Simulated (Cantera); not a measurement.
Charge: 1 mol MgSO4, 0.048 mol H2O, 1.7 mol H2, equilibrated at 0.120 bar.

Cantera equilibrium calculation (NASA polynomials, part measured and part estimated; ideal gas, pure solids and liquids). Candidate condensed phases: H2O, H2SO4, Mg, MgO, Mg(OH)2, MgS, MgSO4, S; 26 gas species. Equilibrium is a limit: real reactors are often held back by kinetics, nucleation or transport.

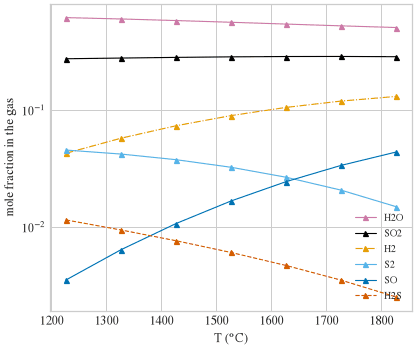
*Equilibrium gas composition (values under 1e-9 drawn at 1e-9)*

From 1227 °C to 1827 °C the condensed part is MgO(s). The main Mg-bearing gas is Mg(OH)2 at 1227 °C and Mg at 1827 °C.
